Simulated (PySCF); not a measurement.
# BH3S (SMILES BS): levels of theory compared

Aim: a comparison of 3 runs (SVWN5/STO-6G, UMP2/STO-6G, CCSDTQ/STO-6G) of BH3S. 

The results are computed with PySCF 2.14.0.

3 further runs of the same task are left out: 3 set aside as unsound or not needed.

## 1. Starting point

BH3S: 5 atoms, total charge 0, spin state singlet. SMILES: `BS`. The B1–H3 distance was set to 2.145 Å, away from the relaxed value. At this shape a bond of the SMILES string is far longer than usual.

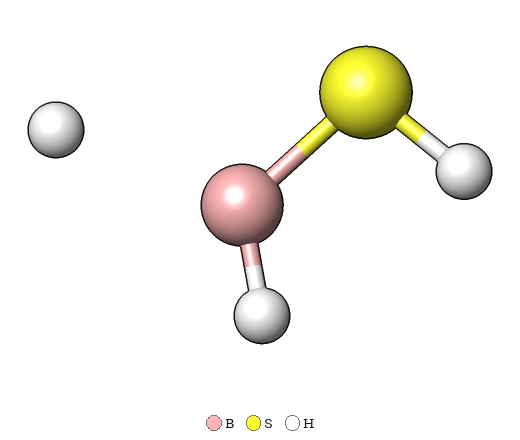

Viewed from a chosen angle; boron pink, sulfur yellow, hydrogen white.

## 2. A single-point energy at SVWN5/STO-6G (run 1)

File calc.py:

```python
from pyscf import gto, dft

system = gto.Mole()
system.atom = [
    ('B', (0.544505, -0.312684, -0.052775)),
    ('S', (1.098305, 1.345216, -0.295175)),
    ('H', (-1.562900, -0.556400, 0.264200)),
    ('H', (1.303705, -1.229284, -0.066675)),
    ('H', (2.412705, 1.112716, -0.454475)),
]
system.basis = 'sto-6g'
system.max_memory = 1860
system.spin = 0
system.verbose = 3
system.build()

mf = dft.RKS(system, xc='svwn')
mf.grids.level = 5
mf.conv_tol = 1e-10
mf.kernel()
if not mf.converged:
    mf = mf.newton().run(mf.mo_coeff, mf.mo_occ)

e_tot = mf.e_tot
print('E = %.10f Eh' % e_tot)
```

Run with:

```bash
OMP_NUM_THREADS=1 python calc.py
```

The program printed:

```text
converged SCF energy = -421.493648834478
E = -421.4936488345 Eh
```

It took 2.1 s on 1 thread of Arm Neoverse V2, shared host; peak memory 0.14 GiB.

## 3. A single-point energy at UMP2/STO-6G (run 2)

File mol.xyz:

```xyz
5

B      0.544505    -0.312684    -0.052775
S      1.098305     1.345216    -0.295175
H     -1.562900    -0.556400     0.264200
H      1.303705    -1.229284    -0.066675
H      2.412705     1.112716    -0.454475
```

File input.py:

```python
from pyscf import gto, mp

mol = gto.M(
    atom='mol.xyz',
    verbose=4,
    charge=0,
    basis='sto-6g',
    max_memory=1860,
)

mf = mol.UHF()
mf.conv_tol = 1e-10
mf.kernel()
if not mf.converged:
    mf = mf.newton().run(mf.mo_coeff, mf.mo_occ)
for _ in range(3):
    mo, _, stable, _ = mf.stability(return_status=True)
    if stable:
        break
    mf.kernel(mf.make_rdm1(mo, mf.mo_occ))

pt = mp.MP2(mf, frozen=6).run()
e_final = pt.e_tot
print(f'total energy: {e_final:.8f} hartree')
```

Run with:

```bash
OMP_NUM_THREADS=1 python input.py
```

The program printed:

```text
PySCF version 2.14.0

[... 97 lines left out ...]
converged SCF energy = -422.331819839836  <S^2> = 1.3439916e-11  2S+1 = 1
[... 68 lines left out ...]
converged SCF energy = -422.380443879913  <S^2> = 0.74353229  2S+1 = 1.9935218
[... 3 lines left out ...]
******** <class 'pyscf.mp.ump2.UMP2'> ********
nocc = (np.int64(6), np.int64(6)), nmo = (11, 11)
frozen orbitals 6
E(UMP2) = -422.439433969059  E_corr = -0.0589900891461246
E(SCS-UMP2) = -422.444712583815  E_corr = -0.0642687039016312
E_corr(same-spin) = -0.00752238816198271
E_corr(oppo-spin) = -0.0514677009841419
total energy: -422.43943397 hartree
```

Wall time 0.91 s (1 thread of Arm Neoverse V2, shared host); peak memory 0.11 GiB.

## 4. The energy at CCSDTQ/STO-6G (run 3)

File job.py:

```python
from pyscf import gto, cc

system = gto.Mole()
system.atom = [
    ('B', (0.544505, -0.312684, -0.052775)),
    ('S', (1.098305, 1.345216, -0.295175)),
    ('H', (-1.562900, -0.556400, 0.264200)),
    ('H', (1.303705, -1.229284, -0.066675)),
    ('H', (2.412705, 1.112716, -0.454475)),
]
system.max_memory = 1860
system.basis = 'sto-6g'
system.verbose = 4
system.build()

mf = system.RHF()
mf.conv_tol = 1e-10
mf.kernel()
if not mf.converged:
    mf = mf.newton().run(mf.mo_coeff, mf.mo_occ)

mycc = cc.CCSDTQ(mf, frozen=6)
mycc.kernel()
e_final = mycc.e_tot
print('E(%s) = %.9f' % ('CCSDTQ', e_final))
```

Run with:

```bash
OMP_NUM_THREADS=1 python job.py
```

The program printed:

```text
PySCF version 2.14.0

[... 57 lines left out ...]
converged SCF energy = -422.331819839835
[... 16 lines left out ...]
WARN: A large `blksize` is being used, which may cause large memory consumption
[... 10 lines left out ...]
Init t2, MP2 energy = -422.438062142275  E_corr(MP2) -0.106242302439
[... 19 lines left out ...]
RCCSDTQ converged
[... 3 lines left out ...]
E(CCSDTQ) = -422.495459504
```

It took 14 s on 1 thread of Arm Neoverse V2, shared host; peak memory 0.14 GiB.

## 5. The series

```csv
run,level,integration grid,frozen core orbitals,energy (Eh),dipole moment (D) of the reference,HOMO energy (eV),LUMO energy (eV),wall time
1,SVWN5/STO-6G,5,–,-421.493649,2.28,-3.35,0.92,2.1 s
2,UMP2/STO-6G,–,6,-422.439434,0.95,-8.15,6.63,0.91 s
3,CCSDTQ/STO-6G,–,6,-422.495460,1.95,-7.11,6.23,14 s
```

## 6. Outcome

```
                                          quantity          value
                               run 3: total energy  -422.49546 Eh
       run 3: dipole moment (Hartree–Fock density)         1.95 D
        run 3: HOMO energy (Hartree–Fock orbitals)       -7.11 eV
        run 3: LUMO energy (Hartree–Fock orbitals)        6.23 eV
      run 3: HOMO–LUMO gap (Hartree–Fock orbitals)       13.34 eV
run 3: correlation energy (6 core orbitals frozen)     -163.6 mEh
                              run 3: T1 diagnostic          0.024
```

In words: In runs 1, 2, 3 the basis is minimal, so the values are rough. Spin contamination of the reference: run 2 ⟨S²⟩ = 0.74. Where it is this large, the reference is a mixture of spin states, and values that rest on it are in doubt. All runs together took 17 s, the longest 14 s.
